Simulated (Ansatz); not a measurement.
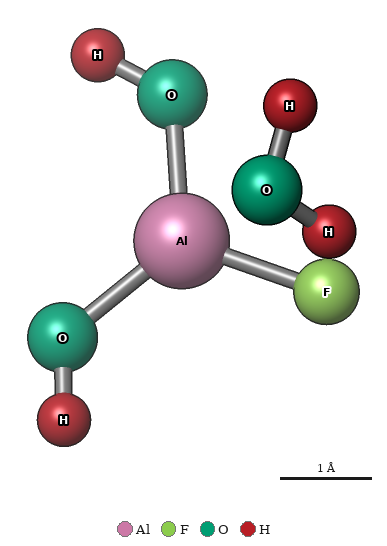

Fig. 1: The structure as given in the input (ball-and-stick view, seen at a tilt). Sticks mark near contacts. Bond lengths as drawn: Al–F 1.73 Å, Al–O 1.69 Å and H–O 0.96 to 0.97 Å.

**AlH4O3F: geometry relaxation (part 1 of 2)**

The run: geometry relaxation of AlH4O3F. Method and program: RKS B3LYP/def2-SVP (Ansatz 0.2.0).

It belongs to a series of runs on one base structure; here: end point A relaxed.

### Log
```
The last accepted step is kept in [file] (removed where the run ends without a failure and the disk answers)
Engine: ansatz 0.2.0, aarch64-unknown-linux-gnu
Functional definition: B3LYP
  parameter a0 = 0.2
  parameter ax = 0.72
  parameter ac = 0.81
  exchange = (1 - a0 - ax)*slater_x + ax*b88_x + a0*exact_x
  correlation = (1 - ac)*vwn_rpa_c + ac*lyp_c
943 factors; integrals over basis functions are off by at most 3.0e-4 eV
mean field evaluation 1: about -15502.0102 eV, gradient 9.3e1 eV
mean field evaluation 2: about -15475.0482 eV, gradient 1.5e2 eV
mean field evaluation 4: about -15516.5577 eV, gradient 7.5e0 eV
mean field evaluation 8: about -15516.6573 eV, gradient 1.3e-1 eV
mean field -15516.65736337 eV, -570.2266405357 hartree, gradient 4.4e-5 eV, S^2 0.000000; 0 other end points of the search recorded, 0 dependent functions left out
the calculation of the forces begins
reference -15516.65760804 eV, -570.2266495274 hartree; 25, 25 occupied and 69, 69 virtual orbitals, 943 factors
relax step   1: F+E_penalty+E_count = -15516.65736337 eV  Δ(F+E_penalty+E_count) = +0.000e0 eV  max|allowed force component| = 1.184e0 eV/Å  Δτ_max = 0.0000 Å  (24 SCF iters, accepted)
these checks for a lower state are left out or cut short: starts, cluster_reference, orbital_swaps, neighbouring_geometries, increment
943 factors; integrals over basis functions are off by at most 3.8e-4 eV
mean field evaluation 16: about -15516.4758 eV, gradient 1.0e1 eV
mean field -15516.80575839 eV, -570.2320939521 hartree, gradient 1.1e-5 eV, S^2 0.000000; 0 other end points of the search recorded, 0 dependent functions left out
[... from here on the field's lines of each further geometry are left out, up to the last ...]
relax step   2: F+E_penalty+E_count = -15516.80575839 eV  Δ(F+E_penalty+E_count) = -1.484e-1 eV  max|allowed force component| = 9.256e-1 eV/Å  Δτ_max = 0.1950 Å  (27 SCF iters, accepted)
relax step   3: F+E_penalty+E_count = -15516.98629325 eV  Δ(F+E_penalty+E_count) = -1.805e-1 eV  max|allowed force component| = 1.131e0 eV/Å  Δτ_max = 0.1955 Å  (27 SCF iters, accepted)
relax step   4: F+E_penalty+E_count = -15517.27840015 eV  Δ(F+E_penalty+E_count) = -2.921e-1 eV  max|allowed force component| = 9.044e-1 eV/Å  Δτ_max = 0.1982 Å  (27 SCF iters, accepted)
relax step   5: F+E_penalty+E_count = -15517.39330628 eV  Δ(F+E_penalty+E_count) = -1.149e-1 eV  max|allowed force component| = 1.321e0 eV/Å  Δτ_max = 0.1957 Å  (28 SCF iters, accepted)
relax step   6: F+E_penalty+E_count = -15517.45609964 eV  Δ(F+E_penalty+E_count) = -6.279e-2 eV  max|allowed force component| = 5.570e-1 eV/Å  Δτ_max = 0.0841 Å  (27 SCF iters, accepted)
relax step   7: F+E_penalty+E_count = -15517.48524734 eV  Δ(F+E_penalty+E_count) = -2.915e-2 eV  max|allowed force component| = 2.654e-1 eV/Å  Δτ_max = 0.0822 Å  (27 SCF iters, accepted)
relax step   8: F+E_penalty+E_count = -15517.50590568 eV  Δ(F+E_penalty+E_count) = -2.066e-2 eV  max|allowed force component| = 3.267e-1 eV/Å  Δτ_max = 0.1019 Å  (27 SCF iters, accepted)
relax step   9: F+E_penalty+E_count = -15517.52392366 eV  Δ(F+E_penalty+E_count) = -1.802e-2 eV  max|allowed force component| = 4.400e-1 eV/Å  Δτ_max = 0.1115 Å  (27 SCF iters, accepted)
relax step  10: F+E_penalty+E_count = -15517.53646113 eV  Δ(F+E_penalty+E_count) = -1.254e-2 eV  max|allowed force component| = 3.116e-1 eV/Å  Δτ_max = 0.0805 Å  (27 SCF iters, accepted)
relax step  11: F+E_penalty+E_count = -15517.54181664 eV  Δ(F+E_penalty+E_count) = -5.356e-3 eV  max|allowed force component| = 1.530e-1 eV/Å  Δτ_max = 0.0538 Å  (27 SCF iters, accepted)
relax step  12: F+E_penalty+E_count = -15517.54397460 eV  Δ(F+E_penalty+E_count) = -2.158e-3 eV  max|allowed force component| = 8.550e-2 eV/Å  Δτ_max = 0.0517 Å  (27 SCF iters, accepted)
relax step  13: F+E_penalty+E_count = -15517.54540580 eV  Δ(F+E_penalty+E_count) = -1.431e-3 eV  max|allowed force component| = 6.082e-2 eV/Å  Δτ_max = 0.0241 Å  (27 SCF iters, accepted)
the calculation of the forces begins
reference -15517.54612934 eV, -570.2593020826 hartree; 25, 25 occupied and 69, 69 virtual orbitals, 943 factors
relax step  14: F+E_penalty+E_count = -15517.54589197 eV  Δ(F+E_penalty+E_count) = -4.862e-4 eV  max|allowed force component| = 2.469e-2 eV/Å  Δτ_max = 0.0195 Å  (27 SCF iters, accepted)
```

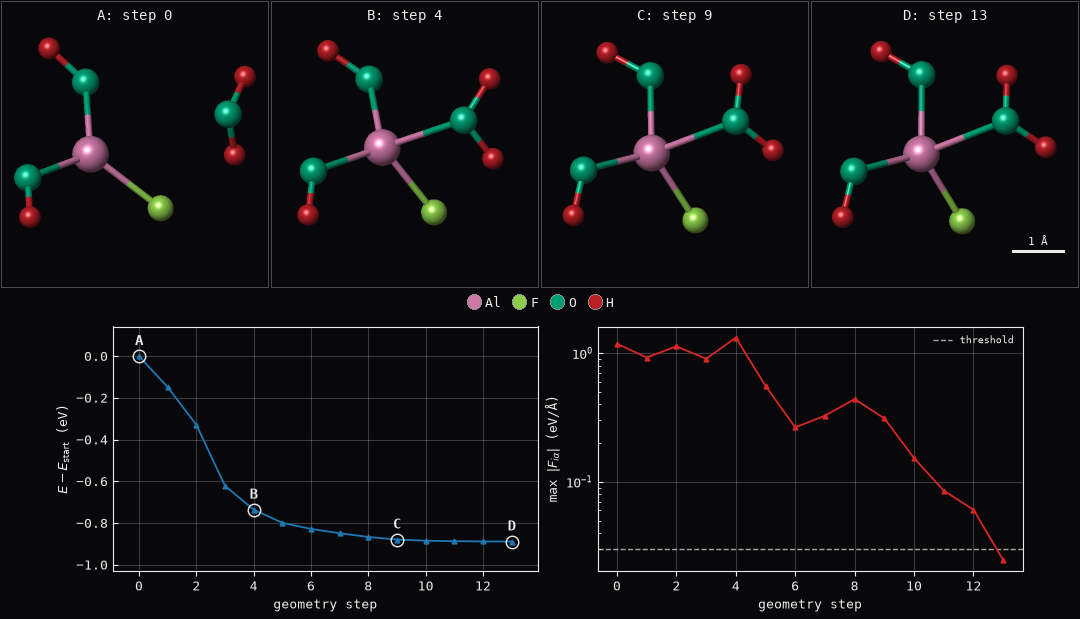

Fig. 2: Frames of the relaxation (ball-and-stick view, seen at a tilt) above the curves, on which the letters mark them (the first geometry is step 0 here and step 1 in the log).

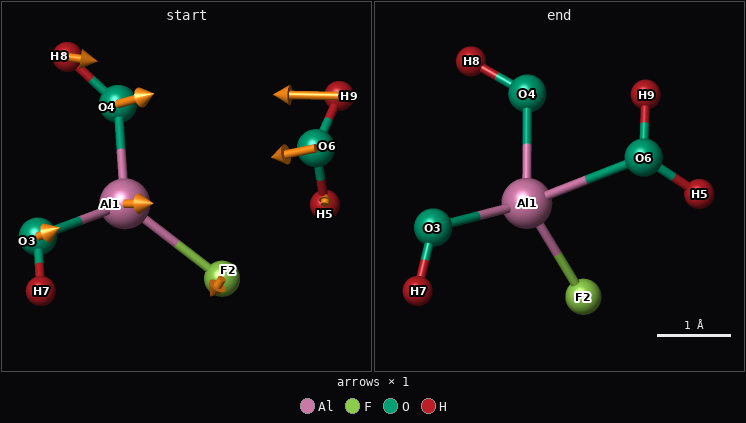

Fig. 3: Before (left) and after (right) the relaxation, at one scale (ball-and-stick view, seen at a tilt). The orange arrows give the displacements, at true length. The atom that moves furthest after the best rigid fit is H9 (0.95 Å). By element the largest moves are H 0.95 Å, O 0.72 Å, Al 0.47 Å, F 0.34 Å. Distances before and after: Al1–O6 3.155 → 1.980 Å, Al1–F2 1.732 → 1.684 Å, Al1–O4 1.690 → 1.730 Å, Al1–O3 1.690 → 1.708 Å. New bonds form: Al1–O6 (3.16 → 1.98 Å). Among the angles that change: O3–Al1–O4 123.4° → 118.1°, H5–O6–H9 103.2° → 107.3°, F2–Al1–O3 120.9° → 118.4°. After 13 geometry steps the energy has fallen by 0.889 eV. Largest force component: 1.2 eV/Å at the start, 0.025 eV/Å at the end. (Atoms are counted from 1 in the order of the input.)

```
943 factors; integrals over basis functions are off by at most 3.4e-4 eV
mean field -15517.54589197 eV, -570.2592933597 hartree, gradient 7.5e-6 eV, S^2 0.000000; 1 other end points of the search recorded, 0 dependent functions left out
the calculation of the forces begins
reference -15517.54612934 eV, -570.2593020826 hartree; 25, 25 occupied and 69, 69 virtual orbitals, 943 factors
Total energy: -15517.54612934 eV, -570.2593020826 hartree
Atom 0 at    -0.410241     0.273823    -0.056235 Å, force     0.003765     0.000179    -0.017182 eV/Å
Atom 1 at    -0.092192     1.758311    -0.785957 Å, force    -0.009860     0.008615     0.004380 eV/Å
Atom 2 at    -1.711350    -0.659708    -0.649600 Å, force     0.006651     0.006438     0.010512 eV/Å
Atom 3 at     0.041391     0.078388     1.601910 Å, force    -0.015930    -0.002801    -0.024688 eV/Å
Atom 4 at     1.923040     0.199902    -0.885358 Å, force    -0.006525     0.008355     0.004987 eV/Å
Atom 5 at     1.358574    -0.493193    -0.505783 Å, force    -0.008197    -0.021128     0.017535 eV/Å
Atom 6 at    -2.177492    -0.465896    -1.466609 Å, force    -0.001664     0.001412    -0.003634 eV/Å
Atom 7 at    -0.573165    -0.069087     2.324463 Å, force     0.009065     0.001678     0.009710 eV/Å
Atom 8 at     1.641334    -0.622641     0.423071 Å, force     0.022696    -0.002747    -0.001619 eV/Å
Dipole moment:     0.468745    -0.185993    -0.015307 e Å
```

### Trajectory as extended XYZ (Å, eV, eV/Å), 14 frames, from step=1 to step=14
```
9
Properties=species:S:1:pos:R:3:forces:R:3 step=1 energy=-15516.65736
Al   -0.7982    0.3994    0.1884    1.1839   0.7700  -0.9079
F     0.1513    1.5162   -0.7341   -0.7495  -0.9518   0.7532
O    -2.0591   -0.4670   -0.5293    0.0052   0.0022   0.0007
O    -0.4780    0.3744    1.8479   -0.0023  -0.0030  -0.0046
H     1.8560    0.1992   -1.0583   -0.0452   0.0563   0.0015
O     1.9952   -0.7158   -0.7644   -0.3909   0.1306   0.1459
H    -2.2409   -0.5087   -1.4722   -0.0014  -0.0002   0.0045
H    -0.9412   -0.1860    2.4764    0.0005  -0.0033   0.0070
H     2.5147   -0.6118    0.0456   -0.0002  -0.0008  -0.0003
9
Properties=species:S:1:pos:R:3:forces:R:3 step=2 energy=-15516.80576
Al   -0.7077    0.3360    0.1594    0.9014   0.5221  -0.5577
F     0.1726    1.4953   -0.7350   -0.4250  -0.4864   0.3591
O    -2.0234   -0.4701   -0.5371    0.0529  -0.0870  -0.0479
O    -0.4447    0.3644    1.8315   -0.0001  -0.1056   0.0753
H     1.8383    0.2339   -1.0528   -0.2376  -0.5751   0.1502
O     1.8221   -0.6797   -0.6822    0.3350   0.9256   0.5541
H    -2.2285   -0.5010   -1.4758    0.0139   0.0032   0.0353
H    -0.9317   -0.1739    2.4631    0.0354   0.0420  -0.0556
H     2.5029   -0.6049    0.0289   -0.6758  -0.2389  -0.5126
9
Properties=species:S:1:pos:R:3:forces:R:3 step=3 energy=-15516.98629
Al   -0.6041    0.3019    0.1258    0.5961   0.0501  -0.1847
F     0.1754    1.5290   -0.7394   -0.1581  -0.0641   0.0222
O    -1.9456   -0.4980   -0.5556    0.2269  -0.0410  -0.0080
O    -0.3834    0.3570    1.8121    0.0076  -0.1359  -0.0246
H     1.7685    0.2445   -1.0304   -0.4317  -0.6872   0.1786
O     1.6493   -0.6406   -0.5995    0.6581   1.1312   0.4302
H    -2.1859   -0.5032   -1.4870    0.0451   0.0142   0.0743
H    -0.8862   -0.1727    2.4391    0.0355   0.0570  -0.0876
H     2.4117   -0.6179    0.0349   -0.9795  -0.3243  -0.4004
9
Properties=species:S:1:pos:R:3:forces:R:3 step=4 energy=-15517.27840
Al   -0.4692    0.2594    0.0853    0.4055  -0.0554  -0.0102
F     0.1749    1.5815   -0.7516   -0.0120   0.1059  -0.1223
O    -1.8273   -0.5401   -0.5678    0.1157  -0.1135  -0.2474
O    -0.2984    0.3430    1.7804    0.0907  -0.1824   0.0671
H     1.6784    0.2593   -0.9994   -0.4319  -0.4086  -0.0197
O     1.4685   -0.5938   -0.5459    0.3839   0.9044   0.2071
H    -2.1221   -0.5029   -1.4858    0.1050   0.0080   0.2432
H    -0.8256   -0.1718    2.3999    0.0383   0.0858  -0.1082
H     2.2206   -0.6346    0.0848   -0.6953  -0.3441  -0.0096
9
Properties=species:S:1:pos:R:3:forces:R:3 step=5 energy=-15517.39331
Al   -0.3540    0.2321    0.0541   -1.0619   0.3291   0.3594
F     0.1865    1.6263   -0.7708   -0.0808   0.0089  -0.0460
O    -1.7287   -0.5904   -0.5873    0.4323   0.0733   0.0861
O    -0.2097    0.3093    1.7685    0.1272  -0.2013  -0.1943
H     1.6165    0.2706   -1.0050   -0.2878  -0.2744   0.0237
O     1.3201   -0.5296   -0.5056    1.3211   0.1343  -0.1574
H    -2.0782   -0.5023   -1.4785    0.0638   0.0360   0.0725
H    -0.7897   -0.1642    2.3738    0.0330   0.1048  -0.1260
H     2.0371   -0.6519    0.1507   -0.5469  -0.2106  -0.0180
```
